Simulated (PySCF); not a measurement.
# C₃H₉FN₂Si: what the fields show

Input file:

```
{"job": {"kind": "nmr", "xc": "PBE0", "basis": "pcSseg-1", "every": 1, "pop": false}, "charge": 0, "multiplicity": 1}
N      2.121660    -0.053996    -1.116268
Si     1.158130    -0.152250     0.309113
N     -0.049605    -1.373190     0.377156
C     -1.405742    -0.901602     0.132114
C     -1.352852     0.514578    -0.441961
C     -0.166039     1.223110     0.195400
F      0.221717     2.306129    -0.586140
H      2.958501    -0.608119    -1.191798
H      2.268633     0.855965    -1.524824
H      1.892408    -0.170880     1.576471
H      0.105002    -2.326313     0.099561
H     -1.948559    -0.891970     1.087449
H     -1.937425    -1.571595    -0.548136
H     -1.164156     0.465054    -1.516162
H     -2.294064     1.042070    -0.280647
H     -0.429583     1.648710     1.166738
```

Run with:

```sh
OMP_NUM_THREADS=1 python ens_run.py task.json out
```

Geometry: GFN2-xTB, coordinate held.

These are results of PySCF, PBE0/pcSseg-1, SCF density, gas phase, non-relativistic, not measurements.

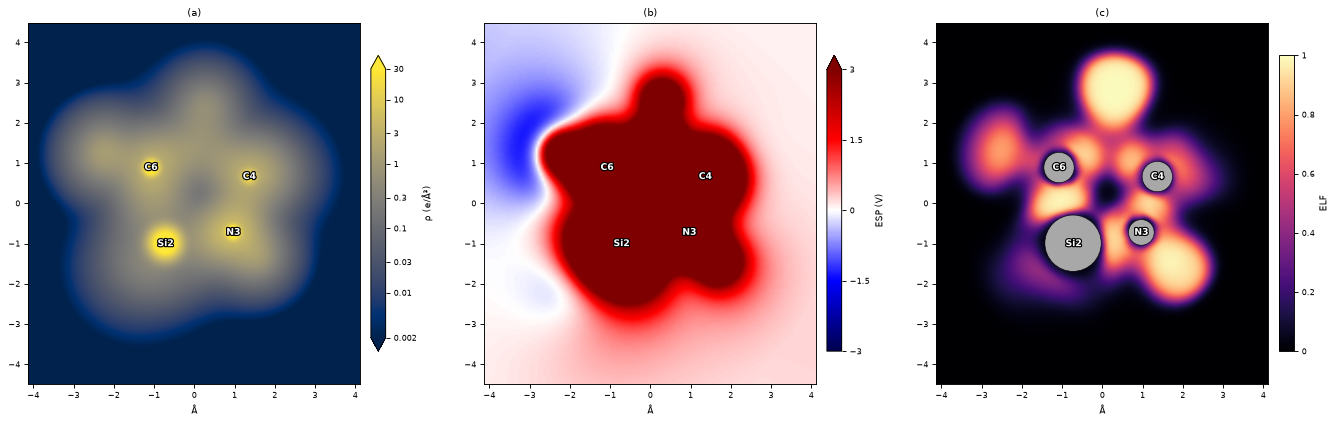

Figure 1. (a) electron density; (b) electrostatic potential; (c) electron localisation function on the plane of atoms N3, Si2 and C6. Grey discs cover the atomic cores in the ELF map.

Question: What do the fields say about this system?

Answer: The section cuts through Si, N and C sites. C–N (1.46 Å): ρ is about 1.9 e/Å³ halfway; the ELF peaks at about 0.90 between the atoms; a shared electron pair. Si–N (1.72 Å): ρ at the midpoint is about 1.1 e/Å³; the ELF peaks at about 0.90 between the atoms (a shared but strongly polarised pair). C–Si (1.91 Å): ρ is about 0.95 e/Å³ halfway; the ELF peaks at about 1 between the atoms; a covalent bond. The ELF also peaks beside F7, away from the bonds: lone-pair regions. Outside the dense part of the molecule the potential is most negative (−1.3 V) near F7, which lies off the plane.

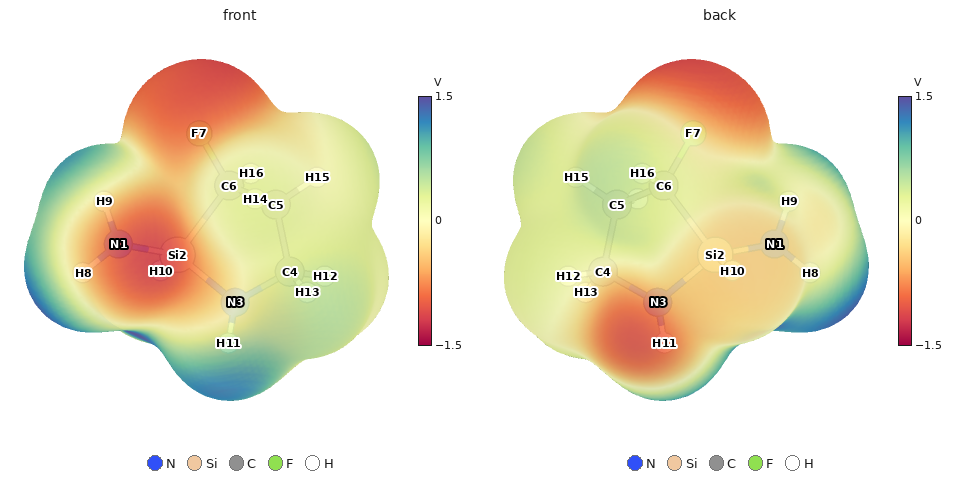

Figure 2. The molecular electrostatic potential painted on the density surface at 0.001 e/bohr³, seen from the front and from behind; the colour scale runs from red (negative) to blue (positive).

Question: Which sites attract a positive test charge, and which a negative one?

Answer: A positive charge is drawn to the negative regions and a negative charge to the positive ones. The most negative region (about −1.2 V, or −28 kcal/mol for a unit charge) lies over N1, the most positive (about +1.4 V, or +32 kcal/mol for a unit charge) over Si2 and H8. N1 is the likeliest acceptor of a hydrogen bond.

Question: How polar is the molecule by this calculation?

Answer: Its dipole moment is 1.69 D.
